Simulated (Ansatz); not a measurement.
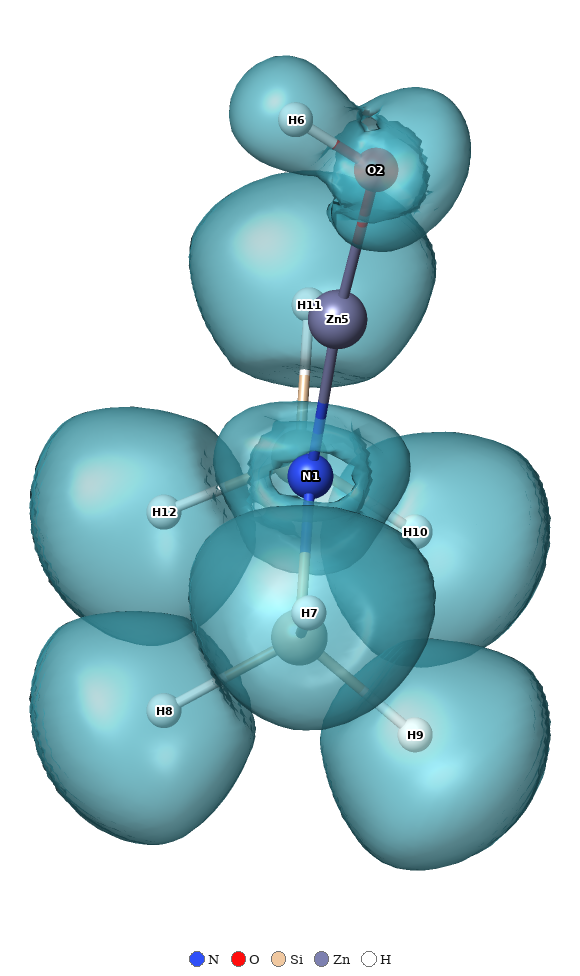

H7NOSi2Zn. Isosurface of the electron localisation function at 0.8 (cyan), seen at an oblique angle. Only the valence region is drawn (cores and ρ < 0.01 e/Å³ removed).

Geometry: PBE0-D4/def2-SVP.

Theory: isolated molecule in a Gaussian basis; Kohn-Sham density functional theory, functional PBE0 in Ansatz 0.2.0.

```xyz
12

N     0.0628   -0.1059    0.0503
O    -0.8369    3.3514   -0.3313
Si   -0.8682   -1.0878    1.1433
Si    1.4559   -0.6981   -0.8065
Zn   -0.4317    1.6388   -0.1907
H    -1.4583    3.5636   -1.0347
H    -2.0084   -0.2640    1.6627
H    -1.4369   -2.3007    0.4713
H    -0.0660   -1.5633    2.3163
H     2.5595   -1.1245    0.1131
H     1.9773    0.4050   -1.6783
H     1.1278   -1.8697   -1.6815
```

**Describe the localisation domains.**

At this value the surface marks out six regions around hydrogen nuclei, one region on N in which the atom's valence shell and bonds are merged and one joined region spread over several atoms (H, O), in which their bonds and any lone pairs are merged. Along the contacts the grid gives the following. Si–N (1.74 Å): the ELF peaks at about 0.90 between the atoms (a shared but strongly polarised pair). Zn–O (1.77 Å): the ELF peaks at about 0.85 in the valence shell of O, 0.6 Å from its nucleus, and is about 0.20 at the midpoint.
